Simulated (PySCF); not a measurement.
**C₄H₄N₂, SMILES `c1cnccn1`: what the electrons do**

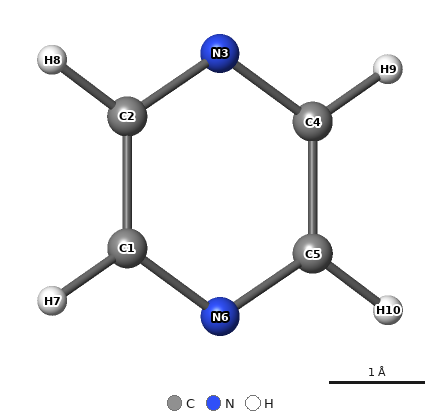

The molecule, with its atoms numbered as below. No frequency check shows the geometry to be a minimum.

Cartesian coordinates (Å):

```
C1       1.1217    0.7066    0.0000
C2       1.1365   -0.6827    0.0000
N3       0.0160   -1.3859    0.0000
C4      -1.1217   -0.7066    0.0000
C5      -1.1365    0.6827    0.0000
N6      -0.0160    1.3859    0.0000
H7       2.0309    1.2920    0.0000
H8       2.0579   -1.2486    0.0000
H9      -2.0309   -1.2920    0.0000
H10     -2.0579    1.2486    0.0000
```

### 1. Bonding charge

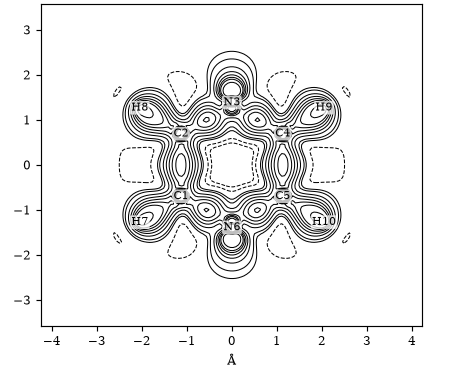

Deformation density (molecule less spherical, spin-averaged free atoms) in the molecular plane; contours at ±0.05 to ±0.8 e/Å³; solid lines: gain, dashed lines: loss.

Level of theory: PBE0/def2-SVPD (PySCF), at a geometry from GFN2-xTB.

Question: Describe the bonding that the map shows.

Answer: C2–H8, C5–H10, C1–H7 and C4–H9: +0.77 e/Å³ at the bond critical point (bond length 1.08 Å). C1–C2 and C4–C5: +0.66 e/Å³ at the bond critical point (bond length 1.39 Å). C2–N3, C5–N6, N3–C4 and C1–N6: +0.53 e/Å³ at the bond critical point (bond length 1.32 Å). In all, 2.5 electrons gather in the regions of gain relative to the promolecule.

### 2. Local ionisation energy

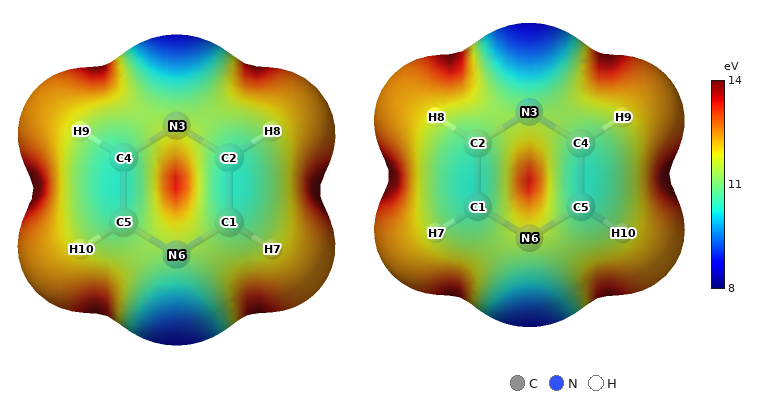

Average local ionisation energy on the surface of electron density 0.001 a.u. (back view left, front view right).

Question: Locate the minima of the map.

Answer: The lowest value is 8.7 eV, 2.0 Å from N6, and at like points elsewhere. Further minima include 10.3 eV, off the C4–C5 bond (2.1 to 2.2 Å from its atoms), and at like points elsewhere. For comparison, the highest occupied orbital lies at −7.3 eV.

Question: What volume does the surface enclose, and what is the dipole moment?

Answer: About 102 Å³; the dipole moment is 0.0 D.

### 3. Stretching a bond

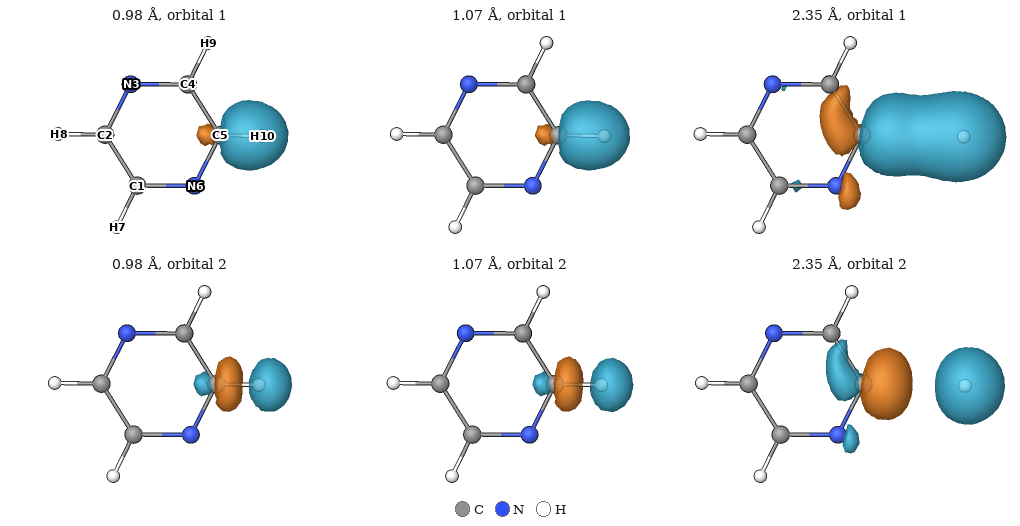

Rigid stretch of the C5–H10 bond. The two CASSCF(2,2) natural orbitals nearest half filling (orbital 1 the more occupied).

Computed with PySCF, cc-pVDZ basis, geometry: GFN2-xTB.

Question: How do the occupations change along the stretch?

Answer: 0.98 Å: 1.99 and 0.01; 1.07 Å: 1.98 and 0.02; 2.35 Å: 1.60 and 0.40. At the longest distance computed (3.00 Å) they are 1.28 and 0.72, and the effective number of unpaired electrons is 1.7.

UHF's ⟨S²⟩ passes 1 along the scan (up to 1.62), so it also polarises electrons outside the stretched bond; its energy lowering isn't due to that bond alone.

UHF already breaks spin symmetry near equilibrium here (⟨S²⟩ = 0.47 at 1.07 Å), for reasons apart from this bond.

Question: How much energy does the stretch cost?

Answer: By CASSCF, 4.5 eV from the lowest point of the scan (1.07 Å) to 3.00 Å; RHF gives 7.7 eV from its own lowest point. The fragments aren't relaxed and dynamic correlation is missing, so this isn't a bond dissociation energy.
